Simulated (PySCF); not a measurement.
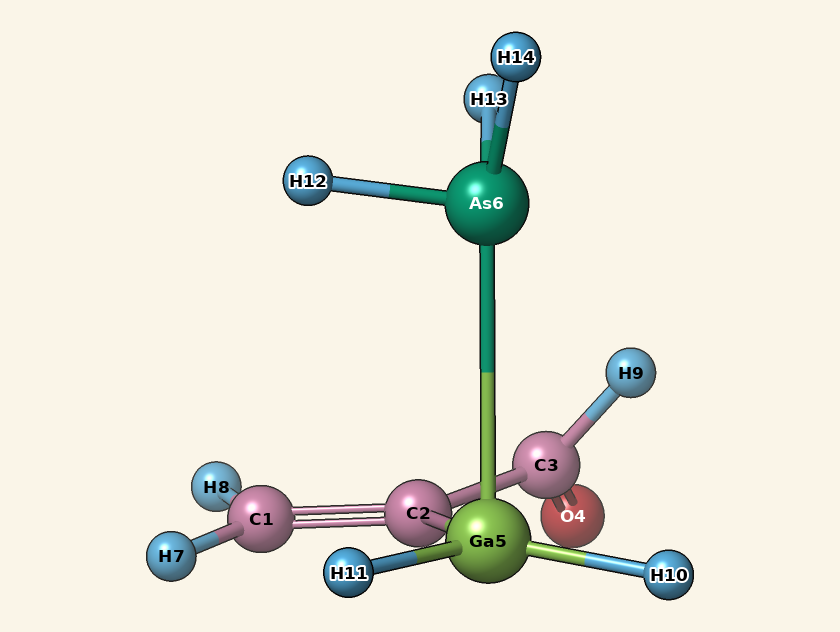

C2 lies behind Ga5. The molecule seen a little off the Ga5–C2 bond, Ga5 in front. Distant atoms are faded towards the background colour. The geometry was computed by an optimisation with GFN2-xTB. No frequency run is at hand to confirm it as a minimum.

What is the torsion angle As6–Ga5–C2–C1? The sign is positive where the front bond must turn clockwise to cover the back bond.

−94°, about perpendicular.
